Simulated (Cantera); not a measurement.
Input: 1 mol Ti, 0.18 mol CH4, at 0.620 bar.

Method: chemical equilibrium by Gibbs-energy minimisation in Cantera with the NASA 1993 tables (ideal gas, pure condensed phases). Candidate condensed phases: C, C6H6, C7H8, C8H18, Ti, TiC; 77 gas species. Mutual solubility and eutectic melting of coexisting phases are not modelled. TiC: taken at fixed stoichiometry. Condensed phases not in the tables: N, O or C dissolved in the metal. Kinetics and transport are ignored.

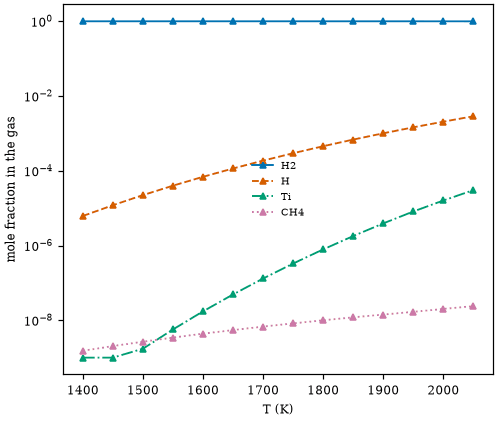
*Equilibrium gas composition (values under 1e-9 drawn at 1e-9)*

From 1400 K to 1900 K the condensed part is Ti(β) + TiC(s). From 1950 K to 2050 K the condensed part is Ti(l) + TiC(s).
